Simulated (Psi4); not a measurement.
# A workflow on BF3 (boron trifluoride), part 2 of 2

Psi4 1.11. Earlier steps stand in the parts before.

## Step 3: Vibrational wavenumbers at HF-3c/MINIX (density fitting) (run 2)

Input file job.dat:

```
memory 1600 mb

molecule {
  0 1
  B     -0.00002079    -0.00000378    -0.00000189
  F      2.49887367    -0.05302949     0.02578909
  F     -1.20334358     2.19063099    -0.03324973
  F     -1.29560568    -2.13761284     0.00762882
  units au
}

set {
  t 298.15
  rotational_symmetry_number 6
}

frequency('hf-3c')
```

Command:

```console
psi4 -n 1 job.dat job.out
```

job.out, shortened:

```text
[...]
  Running in c1 symmetry.
[...]
  Nuclear repulsion =  110.136383123614152
[...]
  Multiplicity = 1
[...]
  Nalpha       = 16
  Nbeta        = 16
[...]
    Number of basis functions: 20
[...]
   @DF-RHF iter   1:  -321.09003689203087   -1.05364e+00   1.64338e-02 DIIS/ADIIS
[...]
  -Total Gradient:
     Atom            X                  Y                   Z
    ------   -----------------  -----------------  -----------------
       1        0.000002498410    -0.000000084781    -0.000010100510
       2        0.000006290382    -0.000000246037     0.000003441352
       3       -0.000004354379     0.000007045739     0.000003263521
       4       -0.000004434410    -0.000006714922     0.000003395636
[...]
   @DF-RHF iter   8:  -321.17315309692640   -9.94760e-12   7.30085e-09 DIIS
[...]
    Orbital Energies [Eh]
    ---------------------
    Doubly Occupied:
       1A    -26.044211     2A    -26.044210     3A    -26.044207
       4A     -7.837909     5A     -1.666681     6A     -1.614637
       7A     -1.614636     8A     -0.810594     9A     -0.758405
      10A     -0.758405    11A     -0.732343    12A     -0.631940
      13A     -0.631939    14A     -0.628197    15A     -0.628196
      16A     -0.617452
[...]
  @DF-RHF Final Energy:  -321.17315309692640
   => Energetics <=
    Nuclear Repulsion Energy =            110.1363831236141522
    One-Electron Energy =                -668.3749476620296264
    Two-Electron Energy =                 237.1235130315881463
    Total Energy =                       -321.1731530969263986
[...]
  ==> Harmonic Vibrational Analysis <==
[...]
  Freq [cm^-1]                 484.7411            484.7423            707.1509
[...]
  IR activ [km/mol]            20.9116             20.9115             162.4988
[...]
  Freq [cm^-1]                 906.2203           1573.2760           1573.2843
[...]
  IR activ [km/mol]             0.0000             293.5945            293.5941
[...]
  Total E_0, Enthalpy at 0 [K]                                                         -321.16010053 [Eh]
[...]
  Total H, Enthalpy at  298.15 [K]                                                     -321.15568273 [Eh]
[...]
  Total G, Gibbs energy at  298.15 [K]                                                 -321.18456713 [Eh]
[...]
```

Standard output:

```text
Warning: used thermodynamics relations inappropriate for low-frequency modes: ['484.7411' '484.7423']
```

It took 3.6 s on 1 thread of Intel Xeon 6975P-C (Granite Rapids), shared host; peak memory 0.23 GiB.

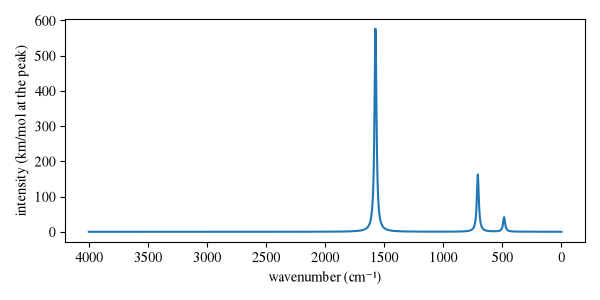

Harmonic infrared spectrum, unscaled, lines broadened by 10 cm⁻¹.

## Step 4: A single-point energy at CCSD(T)/cc-pVDZ (run 3)

Input file input.dat:

```
memory 1600 mb

molecule m {
  0 1
  B
  F 1 R2
  F 1 R3 2 A3
  F 1 R4 2 A4 3 D4

  R2 = 1.322726
  R3 = 1.322728
  A3 = 120.00014
  R4 = 1.322728
  A4 = 120.00005
  D4 = -179.9954
  symmetry c1
}

set scf_type pk
set freeze_core true

energy('ccsd(t)/cc-pVDZ')
```

Command:

```console
psi4 input.dat output.dat -n 1
```

output.dat, shortened:

```text
[...]
  Running in c1 symmetry.
[...]
  Nuclear repulsion =  110.136402878673323
[...]
  Multiplicity = 1
[...]
  Nalpha       = 16
  Nbeta        = 16
[...]
    Number of basis functions: 56
[...]
   @RHF iter   1:  -323.12958583564307   -9.44847e-01   7.98834e-03 DIIS/ADIIS
[...]
   @RHF iter   9:  -323.20040130619986   -1.42677e-11   9.22773e-09 DIIS
[...]
    Orbital Energies [Eh]
    ---------------------
    Doubly Occupied:
       1A    -26.343847     2A    -26.343846     3A    -26.343823
       4A     -7.807742     5A     -1.685425     6A     -1.643598
       7A     -1.643597     8A     -0.855719     9A     -0.807917
      10A     -0.807916    11A     -0.757333    12A     -0.694304
      13A     -0.694303    14A     -0.681780    15A     -0.681780
      16A     -0.657368
[...]
  @RHF Final Energy:  -323.20040130619986
   => Energetics <=
    Nuclear Repulsion Energy =            110.1364028786733229
    One-Electron Energy =                -669.7730140459023005
    Two-Electron Energy =                 236.4362098610290843
    Total Energy =                       -323.2004013061998648
[...]
 Multipole Moments:
 ------------------------------------------------------------------------------------
     Multipole            Electronic (a.u.)      Nuclear  (a.u.)        Total (a.u.)
 ------------------------------------------------------------------------------------
 L = 1.  Multiply by 2.5417464519 to convert [e a0] to [Debye]
 Dipole X            :          0.0000810           -0.0000105            0.0000705
 Dipole Y            :          0.0000011           -0.0000001            0.0000009
 Dipole Z            :          0.0000078           -0.0000007            0.0000071
 Magnitude           :                                                    0.0000709
[...]
      * MP2 total energy                      = -323.838929948601503
[...]
      * CCSD total energy                     = -323.844763473943260
[...]
      * CCSD(T) total energy                  = -323.855763171411695
[...]
```

Run time: 6.6 s. Hardware: 1 thread of Intel Xeon 6975P-C (Granite Rapids), shared host; peak memory 0.26 GiB.

## Step 5: Outcome

This closing draws on all 2 parts.

```
                                                                     quantity             value
                                  run 1, HF-3c/MINIX: total energy at the end     -321.17315 Eh
                                            run 1, HF-3c/MINIX: dipole moment            0.00 D
                                              run 1, HF-3c/MINIX: HOMO energy         -16.80 eV
                                              run 1, HF-3c/MINIX: LUMO energy           5.25 eV
                                            run 1, HF-3c/MINIX: HOMO–LUMO gap          22.05 eV
                               run 2, HF-3c/MINIX: lowest harmonic wavenumber          485 cm⁻¹
                              run 2, HF-3c/MINIX: highest harmonic wavenumber         1573 cm⁻¹
                                        run 2, HF-3c/MINIX: zero-point energy       34.3 kJ/mol
run 2, HF-3c/MINIX: ideal-gas entropy at 298.15 K (symmetry number 6 as used)  60.8 cal/(mol K)
                                         run 3, CCSD(T)/cc-pVDZ: total energy     -323.85576 Eh
                  run 3, CCSD(T)/cc-pVDZ: HOMO energy (Hartree–Fock orbitals)         -17.89 eV
                  run 3, CCSD(T)/cc-pVDZ: LUMO energy (Hartree–Fock orbitals)           4.72 eV
                run 3, CCSD(T)/cc-pVDZ: HOMO–LUMO gap (Hartree–Fock orbitals)          22.61 eV
          run 3, CCSD(T)/cc-pVDZ: correlation energy (4 core orbitals frozen)        -655.4 mEh
                                       run 3, CCSD(T)/cc-pVDZ: (T) correction        -11.00 mEh
                                        run 3, CCSD(T)/cc-pVDZ: T1 diagnostic             0.013
```

In words: The optimisation (run 1, HF-3c/MINIX) took 6 steps and changed the energy by -0.044 eV. All 6 modes (run 2, HF-3c/MINIX) are real, so the shape is a minimum at this level. The triples (run 3, CCSD(T)/cc-pVDZ) make up 1.7 % of the correlation energy.
